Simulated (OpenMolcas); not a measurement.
## OF: excited-state calculation (part 3 of 3)

Continued. System: OF (Oxygen monofluoride), multiplicity 2. Method: CASPT2/ANO-R2, sfX2C (OpenMolcas 26.06). The geometry comes from this level: GFN2-xTB.

Geometry of the input (Å):
```
O  0.0000  0.0000  0.0000
F  0.0000  0.0000  1.2985
```

## Log, continued
```
--------------------------------------------------------------------------------
--------------------------------------------------------------------------------
 H0 matrices have been computed.

********************************************************************************
  CASPT2 EQUATION SOLUTION
--------------------------------------------------------------------------------

  Total nr of CASPT2 parameters:
   Before reduction:      118991
   After  reduction:      113772

 Variance of |WF0>:       3.1702672108

 The contributions to the second order correlation energy in atomic units.
-----------------------------------------------------------------------------------------------------------------------------
  IT.      VJTU        VJTI        ATVX        AIVX        VJAI        BVAT        BJAT        BJAI        TOTAL       RNORM
-----------------------------------------------------------------------------------------------------------------------------
   1    -0.007974   -0.002109   -0.034959   -0.059526   -0.012185   -0.117261   -0.137394   -0.059359   -0.430766    0.007207
   2    -0.008127   -0.002134   -0.035163   -0.059746   -0.012201   -0.117410   -0.137528   -0.059425   -0.431734    0.000867
   3    -0.008132   -0.002133   -0.035174   -0.059761   -0.012203   -0.117417   -0.137536   -0.059427   -0.431781    0.000113
   4    -0.008133   -0.002132   -0.035172   -0.059757   -0.012202   -0.117414   -0.137533   -0.059426   -0.431770    0.000015
   5    -0.008133   -0.002132   -0.035172   -0.059757   -0.012202   -0.117414   -0.137532   -0.059426   -0.431769    0.000002
-----------------------------------------------------------------------------------------------------------------------------

  FINAL CASPT2 RESULT:

      Reference energy:        -174.3744455826
      E2 (Non-variational):      -0.4317691930
      Shift correction:          -0.0009870170
      E2 (Variational):          -0.4327562100
      Total energy:            -174.8072017926
      Residual norm:              0.0000002585
      Reference weight:           0.92135

      Contributions to the CASPT2 correlation energy
      Active & Virtual Only:         -0.1525862825
      One Inactive Excited:          -0.2054223620
      Two Inactive Excited:          -0.0737605485

++ Denominators, etc.
--------------------------------------------------------------------------------------------------------------
 Report on small energy denominators, large coefficients, and large energy contributions.
CASE  SYMM ACTIVE-MIX  NON-ACTIVE INDICES          DENOMINATOR     RHS VALUE       COEFFICIENT     CONTRIBUTION
VJTU     1  Mu1.0008  In1.005                       1.66289326      0.09771364     -0.05692590     -0.00556244
VJTU     1  Mu1.0010  In1.005                       1.81450839      0.05802345     -0.03027523     -0.00175667
ATVX     1  Mu1.0027  Se1.013                       2.16177038     -0.07881431      0.03420809     -0.00269609
ATVX     1  Mu1.0001  Se1.014                       0.72909253      0.02523289     -0.03077949     -0.00077666
ATVX     1  Mu1.0031  Se1.016                       2.61388151      0.07832672     -0.02820094     -0.00220889
ATVX     1  Mu1.0026  Se1.021                       3.04865721      0.08774500     -0.02874071     -0.00252185
AIVX     1  Mu1.0016  In1.005 Se1.017               2.59785154      0.08724442     -0.03142799     -0.00274192
AIVX     1  Mu1.0002  In1.004 Se1.020               2.85175089     -0.07409859      0.02588113     -0.00191776
--

   (Skipping property calculation,
    use PROP keyword to activate)
--

++ CASPT2 computation for group   3

********************************************************************************
 Multi-State initialization phase begins for group   3
--------------------------------------------------------------------------------
********************************************************************************
 Compute H0 matrices for state    3
--------------------------------------------------------------------------------
--------------------------------------------------------------------------------
 H0 matrices have been computed.

********************************************************************************
  CASPT2 EQUATION SOLUTION
--------------------------------------------------------------------------------

  Total nr of CASPT2 parameters:
   Before reduction:      118991
   After  reduction:      116656

 Variance of |WF0>:       3.1871832937

 The contributions to the second order correlation energy in atomic units.
-----------------------------------------------------------------------------------------------------------------------------
  IT.      VJTU        VJTI        ATVX        AIVX        VJAI        BVAT        BJAT        BJAI        TOTAL       RNORM
-----------------------------------------------------------------------------------------------------------------------------
   1    -0.001938   -0.001843   -0.045050   -0.059813   -0.009632   -0.118485   -0.137961   -0.059363   -0.434084    0.006657
   2    -0.001960   -0.001869   -0.045259   -0.060014   -0.009651   -0.118744   -0.138161   -0.059431   -0.435090    0.000813
   3    -0.001962   -0.001870   -0.045268   -0.060028   -0.009652   -0.118754   -0.138169   -0.059431   -0.435134    0.000113
   4    -0.001962   -0.001870   -0.045265   -0.060025   -0.009651   -0.118751   -0.138166   -0.059430   -0.435120    0.000016
   5    -0.001962   -0.001870   -0.045265   -0.060025   -0.009651   -0.118751   -0.138166   -0.059429   -0.435119    0.000002
-----------------------------------------------------------------------------------------------------------------------------

  FINAL CASPT2 RESULT:

      Reference energy:        -174.1073996838
      E2 (Non-variational):      -0.4351191956
      Shift correction:          -0.0018496741
      E2 (Variational):          -0.4369688697
      Total energy:            -174.5443685535
      Residual norm:              0.0000002564
      Reference weight:           0.91747

      Contributions to the CASPT2 correlation energy
      Active & Virtual Only:         -0.1640154752
      One Inactive Excited:          -0.2001526057
      Two Inactive Excited:          -0.0709511146

++ Denominators, etc.
--------------------------------------------------------------------------------------------------------------
 Report on small energy denominators, large coefficients, and large energy contributions.
CASE  SYMM ACTIVE-MIX  NON-ACTIVE INDICES          DENOMINATOR     RHS VALUE       COEFFICIENT     CONTRIBUTION
VJTIP    1  Mu1.0001  In1.004 In1.004               2.23557562      0.05985982     -0.02659431     -0.00159193
ATVX     1  Mu1.0001  Se1.011                       0.05793377     -0.00347130      0.00366993     -0.00001274
ATVX     1  Mu1.0001  Se1.012                       0.14377894      0.02456808     -0.05335901     -0.00131093
ATVX     1  Mu1.0017  Se1.014                       1.48088617     -0.05463027      0.03494894     -0.00190927
ATVX     1  Mu1.0021  Se1.016                       1.80557768      0.05843091     -0.03208342     -0.00187466
ATVX     1  Mu1.0001  Se1.018                       0.95346305      0.02821880     -0.02649504     -0.00074766
ATVX     1  Mu1.0016  Se1.032                       3.73261131      0.09869771     -0.02570185     -0.00253671
AIVX     1  Mu1.0006  In1.004 Se1.019               2.86356883     -0.09041489      0.03141813     -0.00284067
--

   (Skipping property calculation,
    use PROP keyword to activate)
--

  Total CASPT2 energies:
::    CASPT2 Root  1     Total energy:   -174.81142623
::    CASPT2 Root  2     Total energy:   -174.80720179
::    CASPT2 Root  3     Total energy:   -174.54436855

++ Multi-State CASPT2 section:
********************************************************************************
  MULTI-STATE CASPT2 SECTION
--------------------------------------------------------------------------------

  Output diagonal energies have been shifted. Add    174.00000000000000

  Effective Hamiltonian matrix (Symmetric):

                1               2               3
   1      -348.81142623
   2         0.00000000   -348.80720179
   3         0.00000000      0.00000000   -348.54436855

       Total MS-CASPT2 energies:
::    MS-CASPT2 Root  1     Total energy:   -174.81142623
::    MS-CASPT2 Root  2     Total energy:   -174.80720179
::    MS-CASPT2 Root  3     Total energy:   -174.54436855

       Eigenvectors:
            1.00000000      0.00000000      0.00000000
           -0.00000000      1.00000000      0.00000000
           -0.00000000     -0.00000000      1.00000000

--

  THE ORIGINAL CI ARRAYS ARE NOW MIXED AS LINEAR
  COMBINATIONS, GIVEN BY THE EIGENVECTORS.
  A NEW JOBIPH FILE NAMED 'JOBMIX' IS PREPARED.
********************************************************************************

++ Mixed CI coefficients:
  The CI coefficients for the MIXED state nr.   1
--------------------------------------------------------------------------------
 CI COEFFICIENTS LARGER THAN  5.00E-02
  Occupation of active orbitals, and spin coupling
  of open shells. (u,d: Spin up or down).
  SGUGA info is (Midvert:IsyUp:UpperWalk/LowerWalk)
        Conf  SGUGA info        Occupation    Coefficient         Weight
           7  ( 2:1:   1/   2)   2u220          -0.972905       0.946544
          11  ( 2:1:   1/   3)   u2220          -0.117612       0.013833
          19  ( 3:1:   1/   3)   u2d2u           0.076806       0.005899
          29  ( 4:1:   1/   2)   u2u2d           0.089157       0.007949
          33  ( 5:1:   1/   1)   2u022           0.140064       0.019618
          34  ( 5:1:   1/   2)   u2022           0.054269       0.002945

  The CI coefficients for the MIXED state nr.   2
--------------------------------------------------------------------------------
 CI COEFFICIENTS LARGER THAN  5.00E-02
  Occupation of active orbitals, and spin coupling
  of open shells. (u,d: Spin up or down).
  SGUGA info is (Midvert:IsyUp:UpperWalk/LowerWalk)
        Conf  SGUGA info        Occupation    Coefficient         Weight
           1  ( 1:1:   1/   1)   222u0          -0.984458       0.969158
           4  ( 2:1:   2/   1)   22udu           0.052315       0.002737
          16  ( 3:1:   2/   1)   220u2          -0.162416       0.026379

  The CI coefficients for the MIXED state nr.   3
--------------------------------------------------------------------------------
 CI COEFFICIENTS LARGER THAN  5.00E-02
  Occupation of active orbitals, and spin coupling
  of open shells. (u,d: Spin up or down).
  SGUGA info is (Midvert:IsyUp:UpperWalk/LowerWalk)
        Conf  SGUGA info        Occupation    Coefficient         Weight
           2  ( 1:1:   2/   1)   2220u           0.203770       0.041522
           3  ( 2:1:   1/   1)   22u20           0.079704       0.006353
          21  ( 3:1:   1/   4)   2022u          -0.923309       0.852500
          23  ( 3:1:   1/   5)   ud22u           0.135109       0.018254
          25  ( 3:1:   1/   6)   0222u           0.202313       0.040930
          31  ( 4:1:   1/   3)   uu22d          -0.057822       0.003343
          36  ( 5:1:   1/   4)   udu22           0.169963       0.028887
          37  ( 5:1:   1/   5)   02u22           0.067698       0.004583

--

--- Stop Module: caspt2 /rc=_RC_ALL_IS_WELL_ ---
--- Module caspt2 spent 1 second ---

--- Start Module: rassi ---

                                               &RASSI

                       available to each process: 1.9 GB of memory, 1 thread

      ********************************************************************************
      *                             General data section                             *
      ********************************************************************************

   Specific data for JOBIPH file JOBMIX
   -------------------------------------

   Header from SEWARD:

   CASSCF title (first line only):
       (No title given)

  STATE IRREP:                1
  SPIN MULTIPLICITY:          2
  ACTIVE ELECTRONS:           7
  MAX RAS1 HOLES:             0
  MAX RAS3 ELECTRONS:         0
  NR OF CONFIG:              40
 ###############################################################################
 ###    WARNING: EJOB used when HEFF is available, possible                  ###
 ###    extra interaction between states is ignored!                         ###
 ###############################################################################

   The following data are common to all the states:
   ------------------------------------------------
   (note: frozen counts as inactive, deleted as secondary)

      Nr of irreps: 1

                 Total     No./Irrep
      Irrep                  1
                             a

      INACTIVE       5       5
      ACTIVE         5       5
      SECONDARY     56      56
      BASIS         66      66

      RAS1           0       0
      RAS2           5       5
      RAS3           0       0

        MATRIX ELEMENTS WILL BE COMPUTED FOR THE FOLLOWING ONE-ELECTRON OPERATORS, UNLESS ZERO BY SYMMETRY.
   (Herm=Hermitian, Anti=Antihermitian, Sing=Singlet operator, Trip=Triplet operator)
     MLTPL  0   1 (HERMSING)     MLTPL  1   1 (HERMSING)     MLTPL  1   2 (HERMSING)
     MLTPL  1   3 (HERMSING)     MLTPL  2   1 (HERMSING)     MLTPL  2   2 (HERMSING)
     MLTPL  2   3 (HERMSING)     MLTPL  2   4 (HERMSING)     MLTPL  2   5 (HERMSING)
     MLTPL  2   6 (HERMSING)     VELOCITY   1 (ANTISING)     VELOCITY   2 (ANTISING)
     VELOCITY   3 (ANTISING)     ANGMOM     1 (ANTISING)     ANGMOM     2 (ANTISING)
     ANGMOM     3 (ANTISING)     MLTPV  2   1 (ANTISING)     MLTPV  2   2 (ANTISING)
     MLTPV  2   3 (ANTISING)     MLTPV  2   4 (ANTISING)     MLTPV  2   5 (ANTISING)
     MLTPV  2   6 (ANTISING)

       EIGENSTATES OF A SPIN-FREE HAMILTONIAN WILL BE COMPUTED BASED ON:

  a Hamiltonian matrix assumed to be diagonal with energies read from the wavefunction file(s).

  Nr of states:                    3

   State:        1   2   3
  JobIph:        1   1   1
 Root nr:        1   2   3

  HAMILTONIAN MATRIX FOR THE ORIGINAL STATES:

  Diagonal, with energies
   -174.81142623   -174.80720179   -174.54436855

      OVERLAP MATRIX FOR THE ORIGINAL STATES:

  Diagonal, with elements
      1.00000000      1.00000000      1.00000000

::    RASSI State    1     Total energy:    -174.81142622862029
::    RASSI State    2     Total energy:    -174.80720179263932
::    RASSI State    3     Total energy:    -174.54436855352822

      ****************************************************************************************************
      *                                         Spin-free section                                        *
      *                 Note: index according to input order, order according to energy.                 *
      ****************************************************************************************************

  SPIN-FREE ENERGIES:
  (Shifted by EMIN (a.u.) =       -174.8114262286)

 SF State       Relative EMIN(au)   Rel lowest level(eV)    D:o, cm**(-1)      Abs_M

     1             0.0000000000        0.0000000000              0.0000         1.0
     2             0.0042244360        0.1149527591            927.1565         1.0
     3             0.2670576751        7.2670095469          58612.3848         0.0

++ Dipole transition strengths (spin-free states):
   -----------------------------------------------
     for osc. strength at least  1.00000000E-05

      From   To        Osc. strength     Einstein coefficients Ax, Ay, Az (sec-1)    Total A (sec-1)
     -----------------------------------------------------------------------------------------------
         1    3       1.13963040E-03  1.29424273E+06  1.31722724E+06  8.66711310E-20  2.61146997E+06
         2    3       2.72835489E-05  3.05455521E+04  3.00125586E+04  6.08013471E-20  6.05581108E+04
     -----------------------------------------------------------------------------------------------
--

++ Velocity transition strengths (spin-free states):
   -------------------------------------------------
     for osc. strength at least  1.00000000E-05

      From   To        Osc. strength     Einstein coefficients Ax, Ay, Az (sec-1)    Total A (sec-1)
     -----------------------------------------------------------------------------------------------
         1    3       1.68381625E-04  1.91225765E+05  1.94621750E+05  5.13657205E-19  3.85847515E+05
         2    3       1.28556284E-04  1.43926390E+05  1.41414996E+05  1.98536618E-19  2.85341386E+05
     -----------------------------------------------------------------------------------------------
--

++ Length and velocity gauge comparison (spin-free states):
   --------------------------------------------------------

 --------------------------------------------------
 A comparison between the dipole oscillator strengths in
 length and velocity gauge will be performed

     All dipole oscillator differences above the tolerance of   1.00000000E-01  will be printed

 Due to basis set deficiency these oscillator may be problematic

 The tolerance is defined as ABS(1-O_l/O_v)
 O_l : dipole oscillator strength in length gauge
 O_p : dipole oscillator strength in velocity gauge
 --------------------------------------------------

  Problematic transitions have been found

      From   To       Difference (%) Osc. st. (len.) Osc. st. (vel.)
     ---------------------------------------------------------------
         1    3           576.813993  1.13963040E-03  1.68381625E-04
         2    3            78.776962  2.72835489E-05  1.28556284E-04
     ---------------------------------------------------------------

 Number of problematic transitions =                     2

--

 Electric-dipole - electric-octupole not included
 Electric-dipole - magnetic-quadrupole not included

      ****************************************************************************************************
      *                                    Special properties section                                    *
      ****************************************************************************************************

--- Stop Module: rassi /rc=_RC_ALL_IS_WELL_ ---

.##################.
.# Happy landing! #.
.##################.

    Timing: Wall=4.99 User=4.10 System=0.88
```

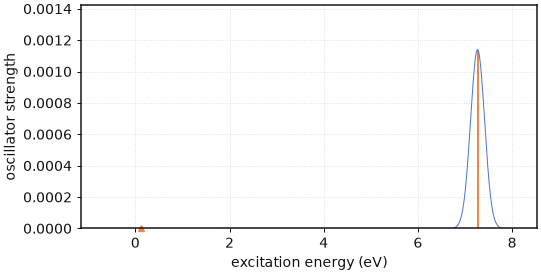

Figure 1. Computed excitations as sticks (degenerate states added up, dark ones marked on the axis), with a Gaussian envelope of 0.35 eV full width at half maximum, scaled to the tallest. Of the 2 states the lowest lies at 0.11 eV (f = 0.000); the strongest line is at 7.27 eV, or 171 nm (f = 0.001).

## Key numbers

- outcome: converged
- total energy: −174.811426 hartree
- CASSCF energy: −174.390604 hartree
- basis functions: 66
- lowest singlet excitation: 0.11 eV
- hardware: 1 thread of Arm Neoverse V1, 24 GiB of memory available, shared host
- wall time: 5.4 s
- peak memory: 0.41 GiB
